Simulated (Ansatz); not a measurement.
# C₂H₄FNOSi (charge +1): single-point calculation

The run: single-point calculation of C₂H₄FNOSi, charge +1, multiplicity 2. Method and program: UKS wB97X/6-31G* (Ansatz 0.2.0).

The geometry comes from this level: PBE0-D4/def2-TZVP. Figures and captions count atoms from 1; the log counts them from 0 in places.

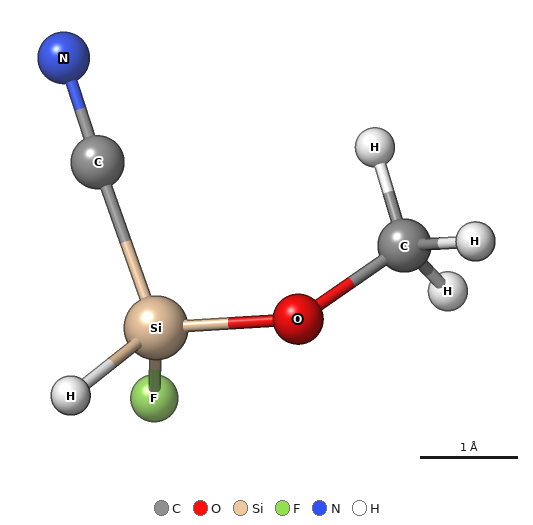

Figure 1. The input geometry (ball-and-stick view, seen on its broad side). Bond lengths as drawn: C–H 1.09 Å, C–N 1.15 Å, C–O 1.42 Å, C–Si 1.85 Å, F–Si 1.59 Å, H–Si 1.47 Å and O–Si 1.61 Å.

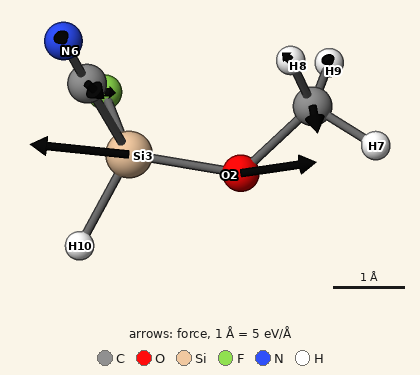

Figure 2. Forces on the atoms as black arrows (ball-and-stick view, seen at a tilt; atoms are numbered from 1 in the order of the input); the smallest are left out. The largest act on Si3 (7.08 eV/Å); O2 (5.49 eV/Å); C1 (2.13 eV/Å). The geometry is not a stationary point of this energy.

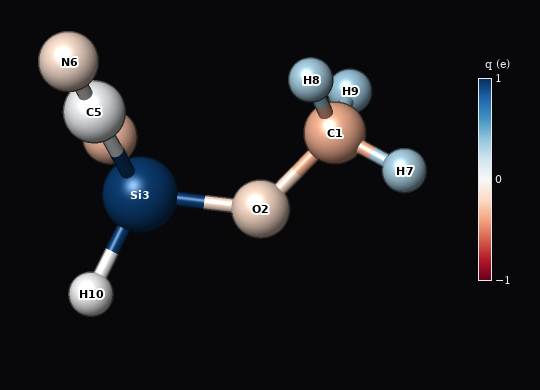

Figure 3. Mulliken charges, as the colour of each atom (ball-and-stick view, seen at a tilt; atoms are numbered from 1 in the order of the input; Mulliken charges depend strongly on the basis). By element: C −0.35 to +0.03, O −0.19, Si +0.95, F −0.30, N −0.16 and H +0.01 to +0.35 e.

The input and output of the run follow.

**Input**
```yaml
crystal:
  periodic: [false, false, false]
  atoms:
    - {symbol: C, position_ang: [0.084232, -1.083189, -1.145845]}
    - {symbol: O, position_ang: [0.586712, -0.835974, 0.157184]}
    - {symbol: Si, position_ang: [0.081582, 0.261355, 1.215369]}
    - {symbol: F, position_ang: [-1.369165, -0.048255, 1.774460]}
    - {symbol: C, position_ang: [-0.080356, 1.892884, 0.352344]}
    - {symbol: N, position_ang: [-0.145765, 2.893706, -0.213161]}
    - {symbol: H, position_ang: [0.818180, -1.689659, -1.675349]}
    - {symbol: H, position_ang: [-0.067762, -0.148956, -1.694039]}
    - {symbol: H, position_ang: [-0.860421, -1.629014, -1.093014]}
    - {symbol: H, position_ang: [1.035861, 0.335804, 2.325052]}
basis:
  gaussian: {orbitals: "6-31G*", fitting: {mean_field: cc-pVTZ-jkfit}}
total_charge: 1
magnetization: {spin_polarized: true, initial_magnetization: 1}
hamiltonian: {xc: {name: wB97X}}
output: {forces: true}
```

Launched with:
```bash
ansatz run in.yaml --threads 4 --pin off --events-out ev --progress --plain --max-ram 10444MiB
```

**What the program printed**
```
Functional definition: wB97X
  name "wB97X"
  cite "Chai & Head-Gordon, J. Chem. Phys. 128, 084106 (2008) doi:10.1063/1.2834918"
  cite "Becke, J. Chem. Phys. 107, 8554 (1997) doi:10.1063/1.475007"
  parameter omega = 0.3/bohr
  parameter cx = 0.157706
  parameter cx1 = 0.726479
  parameter cx2 = 1.04760
  parameter cx3 = -5.70635
  parameter cx4 = 13.2794
  parameter css1 = -4.33879
  parameter css2 = 18.2308
  parameter css3 = -31.7430
  parameter css4 = 17.2901
  parameter cos1 = 2.37031
  parameter cos2 = -11.3995
  parameter cos3 = 6.58405
  parameter cos4 = -3.78132
  # The coefficients of nought are those of the uniform gas.
  exchange = spin_sum(e_x_unif_sr(omega)*poly(b97_u_x, 1 - cx, cx1, cx2, cx3, cx4)) + cx*exact_x_sr(omega)
      + exact_x_lr(omega)
  correlation = spin_sum(e_c_pw_same_spin*poly(b97_u_same, 1, css1, css2, css3, css4))
      + integral(e_c_pw_opposite_spin*poly(b97_u_opposite, 1, cos1, cos2, cos3, cos4))
636 factors; integrals over basis functions are off by at most 1.9e-1 eV
636 factors; integrals over basis functions are off by at most 3.1e-7 eV
mean field evaluation 1: about -16247.3157 eV, gradient 5.2e1 eV
mean field evaluation 2: about -16239.6661 eV, gradient 7.2e1 eV
mean field evaluation 4: about -16257.5510 eV, gradient 6.6e0 eV
mean field evaluation 8: about -16257.9540 eV, gradient 1.5e0 eV
mean field evaluation 16: about -16258.1900 eV, gradient 4.2e-1 eV
mean field evaluation 32: about -16257.9892 eV, gradient 1.3e0 eV
mean field -16258.20039474 eV, -597.4778443025 hartree, gradient 2.5e-5 eV, S^2 0.755453; 6 other end points of the search recorded, 0 dependent functions left out
the calculation of the forces begins
reference -16258.20036823 eV, -597.4778433285 hartree; 27, 26 occupied and 75, 76 virtual orbitals, 636 factors
Total energy: -16258.20036823 eV, -597.4778433285 hartree
Atom 0 at     0.084232    -1.083189    -1.145845 Å, force     2.103259    -0.299612     0.170445 eV/Å
Atom 1 at     0.586712    -0.835974     0.157184 Å, force     0.440464    -3.084081    -4.519919 eV/Å
Atom 2 at     0.081582     0.261355     1.215369 Å, force    -1.759314     4.896763     4.799643 eV/Å
Atom 3 at    -1.369165    -0.048255     1.774460 Å, force     0.161183    -0.597659    -0.546075 eV/Å
Atom 4 at    -0.080356     1.892884     0.352344 Å, force     0.457821    -1.947058     0.320670 eV/Å
Atom 5 at    -0.145765     2.893706    -0.213161 Å, force    -0.103702     1.128647    -0.599100 eV/Å
Atom 6 at     0.818180    -1.689659    -1.675349 Å, force     0.021318    -0.267754     0.178620 eV/Å
Atom 7 at    -0.067762    -0.148956    -1.694039 Å, force    -0.563427     0.573895     0.198015 eV/Å
Atom 8 at    -0.860421    -1.629014    -1.093014 Å, force    -0.862849    -0.127552     0.314615 eV/Å
Atom 9 at     1.035861     0.335804     2.325052 Å, force     0.105247    -0.275591    -0.316915 eV/Å
Dipole moment:     0.371891    -1.179527    -0.691011 e Å
```

**Key numbers**

- outcome: converged
- total energy: −16258.2004 eV
- ⟨S²⟩: 0.755
- SCF solution under orbital rotations: stable
- largest force (length of the vector): 7.079 eV/Å
- hardware: 4 threads of Arm Neoverse V2, 23 GiB of memory available, shared host
- wall time: 10 s (CPU time 37 s)
- peak memory: 0.48 GiB
